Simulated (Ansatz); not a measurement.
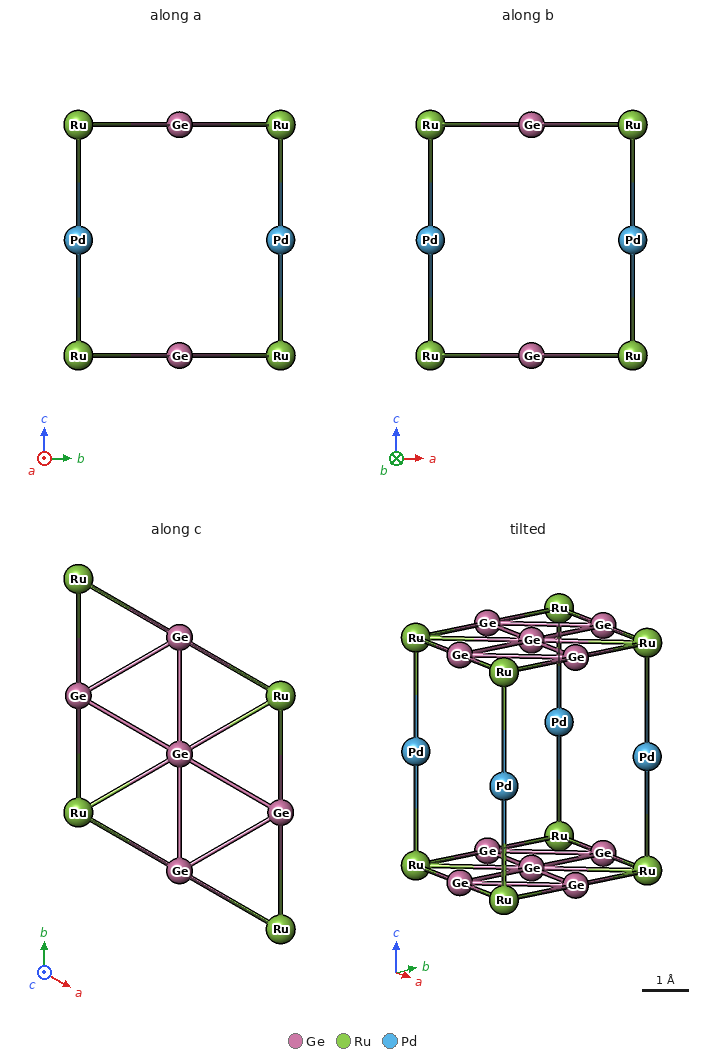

Ball-and-stick representation of a periodic structure, projected along the a axis, along the b axis, along the c axis and slightly off an axis. Thin lines show the conventional unit cell, with boundary atoms drawn in all their periodic places.

Lattice parameters: a = 5.180 Å, b = 5.180 Å, c = 5.117 Å, α = 90.00°, β = 90.00°, γ = 120.00°.

### Turn the picture into a table of Wyckoff sites.

Space group P6/mmm (No. 191).
```tsv
atom	site	x	y	z
Ge	3f	0.5000	0.0000	0.0000
Ru	1a	0.0000	0.0000	0.0000
Pd	1b	0.0000	0.0000	0.5000
```

Starting structure: a random cell made by a generator, so it need not be a real form of the compound. A relaxation with Ansatz, DFT PBE, scalar-relativistic, plane waves, PAW gave the geometry drawn.
